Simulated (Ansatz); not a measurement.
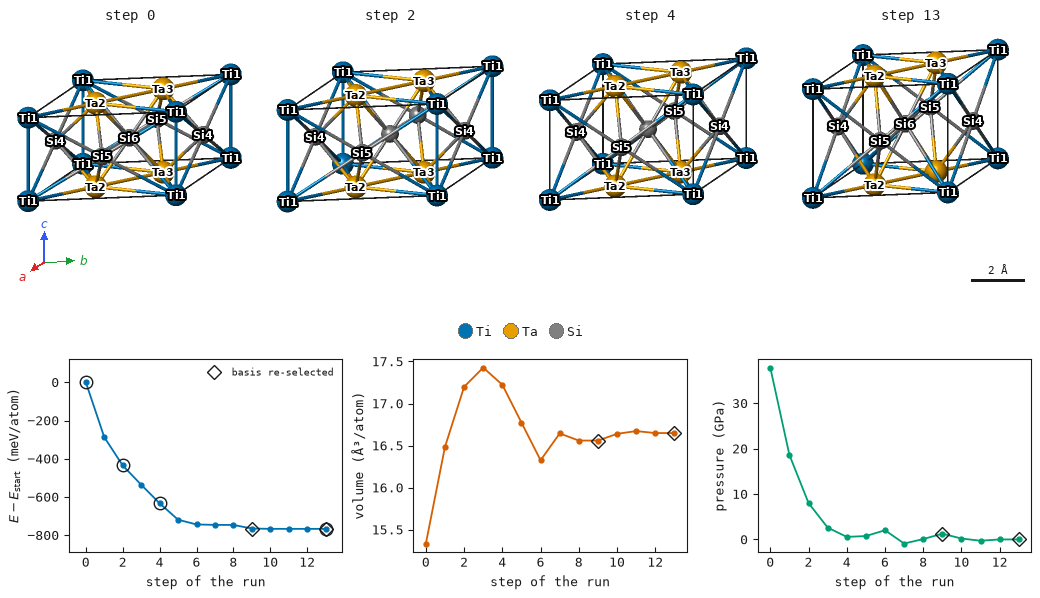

Frames of a relaxation of solid Ta2TiSi3 (a generated structure, set up in P6/mmm) (coarse preliminary run), marked on the history of the run. The picture is a ball-and-stick view of the cell of the calculation, seen slightly off an axis.

Computed with DFT PBE, scalar-relativistic, plane waves, PAW in Ansatz. Set-up: plane-wave cutoff 420 eV; k-point mesh 6 × 6 × 6; occupations gaussian; smearing width 0.1 eV; no spin polarisation; cell and atoms relaxed; force threshold 0.04 eV/Å; at most 70 steps.

What happens along the run?

Answer. The atoms keep their places relative to the cell (all moves are under 0.005 Å). The volume changes by +8.6 %, with a = b 5.681 → 5.186 Å (−8.7 %), c 3.292 → 4.289 Å (+30.3 %). Near-neighbour distances that change, for instance: Ti1–Ti1 3.292 → 4.289 Å, Ta2–Ta2 3.292 → 4.289 Å, Ta2–Si4 2.323 → 2.615 Å, Ta2–Ta3 3.280 → 2.994 Å. The space group stays P6/mmm (No. 191). The energy falls by 767 meV per atom in 11 accepted moves (13 points after the start). All forces vanish by symmetry, so only the cell relaxes. Pressure: 37.85 GPa at the start and 0.01 GPa at the end. The SCF was repeated twice at an unchanged geometry on a basis and grid sized afresh for the cell, which shifted the energy by 18.8 meV per atom at most. Cost: 81 s on 1 thread of Arm Neoverse V1 (shared host), peak memory 0.41 GiB. From step 0 to 2: volume +12.1 %, energy −435 meV per atom. From step 2 to 4: volume +0.1 %, energy −198 meV per atom. From step 4 to 13: volume −3.3 %, energy −134 meV per atom.

| step | E − E(0), meV/atom | pressure, GPa | volume, Å³/atom | note |
| --- | --- | --- | --- | --- |
| 0 | 0.00 | 37.85 | 15.335 |  |
| 1 | -287.14 | 18.62 | 16.486 |  |
| 2 | -435.17 | 8.03 | 17.198 |  |
| 3 | -536.00 | 2.62 | 17.427 |  |
| 4 | -632.98 | 0.57 | 17.223 |  |
| 5 | -719.06 | 0.75 | 16.773 |  |
| 6 | -743.92 | 2.03 | 16.325 |  |
| 7 | -746.04 | -0.90 | 16.644 |  |
| 8 | -746.38 | 0.09 | 16.559 |  |
| 9 | -765.15 | 1.28 | 16.559 | same geometry, new basis |
| 10 | -766.85 | 0.21 | 16.639 |  |
| 11 | -766.88 | -0.28 | 16.672 |  |
| 12 | -766.96 | 0.01 | 16.649 |  |
| 13 | -766.99 | 0.01 | 16.649 | same geometry, new basis |
